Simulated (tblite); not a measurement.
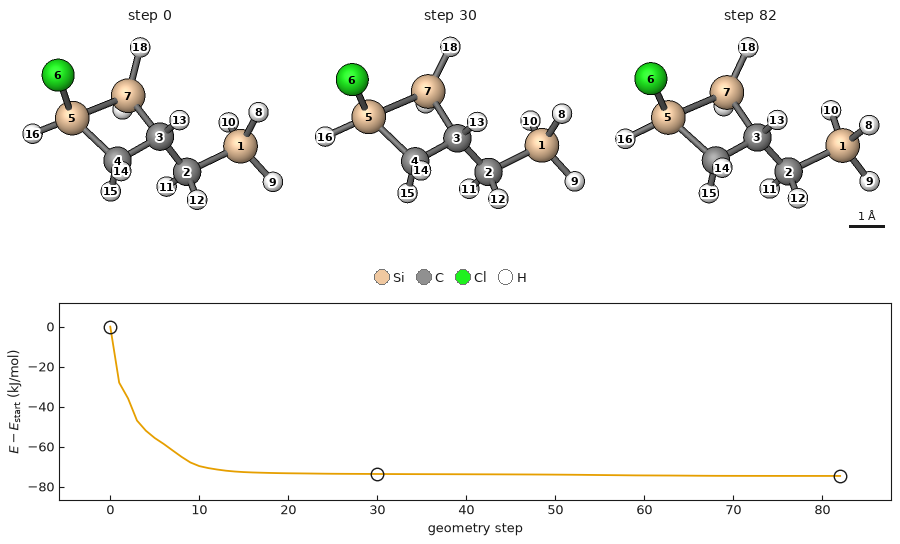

Frames of a relaxation of C3H11ClSi3, marked on the history of the run. The picture is a ball-and-stick view, seen at a tilt.

Method: GFN2-xTB geometry optimisation, gas phase in tblite 0.8.0. 

> Describe the path.

After 82 geometry steps the energy has fallen by 74.6 kJ/mol. The largest move after the best rigid fit is that of an H atom, 0.51 Å. By element the largest moves are H 0.51 Å, Cl 0.24 Å, Si 0.15 Å, C 0.11 Å. Among the contacts that change: Si–Si 2.213 → 2.328 Å, C–Si 1.843 → 1.925 Å, C–Si 1.857 → 1.936 Å, C–H 1.130 → 1.090 Å. Among the angles between lasting bonds that change: Si–Si–H 111.8° → 127.1°, Si–Si–H 112.5° → 125.8°, Cl–Si–H 115.5° → 104.1°. Groups turn about C–Si by about 20°. From step 0 to 30: an H atom moves most (0.37 Å), energy −73.7 kJ/mol. From step 30 to 82: an H atom moves most (0.43 Å), energy −0.98 kJ/mol.

```csv
step,"E − E(0), kJ/mol"
0,0.00
1,-27.99
2,-35.89
3,-46.93
4,-52.02
5,-55.69
6,-58.63
7,-61.87
8,-65.07
9,-67.90
10,-69.72
14,-72.44
18,-73.15
21,-73.36
25,-73.55
29,-73.64
33,-73.72
37,-73.77
40,-73.81
44,-73.86
48,-73.93
52,-74.05
55,-74.19
59,-74.36
63,-74.44
67,-74.56
71,-74.61
74,-74.62
78,-74.64
82,-74.64
```
